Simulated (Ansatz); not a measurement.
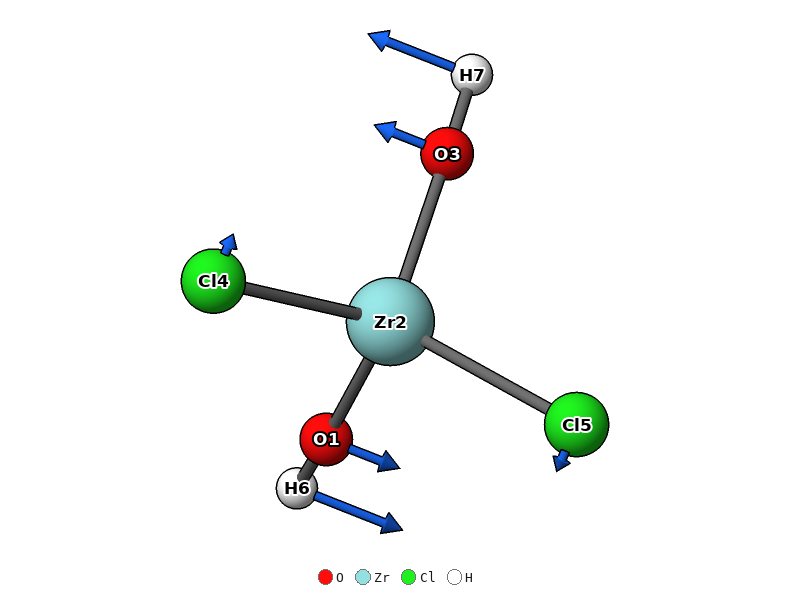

The arrows show one normal mode. Charge 0, singlet. Harmonic vibrations computed with RKS PBE0-D4/def2-TZVP, core potentials on Zr (Ansatz 0.2.0) at a stationary point of the same level.

### What kind of motion is it?

Mostly Cl–Zr–O bending.

### At what wavenumber does it lie?

140 cm⁻¹; it is mode 3 of 15 counted from the lowest.
